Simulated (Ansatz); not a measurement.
The calculation's input:

```
crystal:
  periodic: [false, false, false]
  atoms:
    - { symbol: Al, position_ang: [0.166607, -0.011493, 0.251549] }
    - { symbol: H, position_ang: [0.532269, -0.347708, 1.725378] }
    - { symbol: C, position_ang: [2.088734, 0.079685, -0.011563] }
    - { symbol: H, position_ang: [2.377031, -0.942278, 0.323682] }
    - { symbol: H, position_ang: [2.652984, 0.325577, -0.93323] }
    - { symbol: H, position_ang: [2.405934, 0.764082, 0.803815] }
    - { symbol: Cl, position_ang: [-1.631359, 0.132034, -0.839032] }
basis:
  gaussian: { orbitals: def2-SVP }
hamiltonian:
  xc: pbe
relax:
  f_tol: 0.03
  max_steps: 50
output:
  orbitals: {}
```

Command:

```sh
ansatz run input.yaml --threads 1 --pin off --max-ram 2048MiB --backend cpu --events-out ev --progress --plain --runs-dir out
```

The fields are those of the run's last geometry, not of the input's.

The calculation used RKS PBE/def2-SVP (Ansatz).

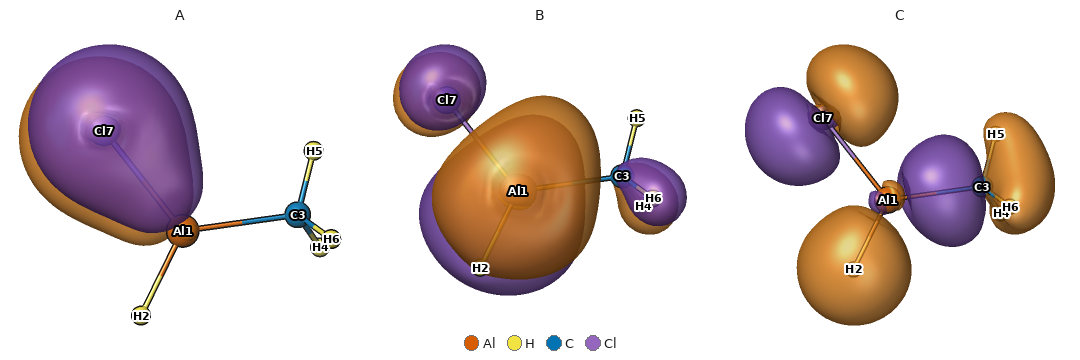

CH₄AlCl. Three frontier orbitals at ±0.08 Å⁻³ᐟ² (orange and purple are the two phases), in no order.

**Which picture is the HOMO−1, the HOMO and the LUMO?**

A is the HOMO−1 (−7.69 eV). It lies mainly on Cl7 (about 90 %); largely a lone pair of Cl7. C is the HOMO (−6.81 eV). By Hirshfeld shares it lies mainly on Cl7 (about 30 %), C3 (about 25 %), H2 (about 20 %) and Al1 (about 15 %). B is the LUMO (−1.85 eV). By Hirshfeld shares it lies mainly on Al1 (about 70 %), Cl7 (about 10 %) and C3 (about 5 %).

**What is the HOMO–LUMO gap?**

4.96 eV between the orbital energies.
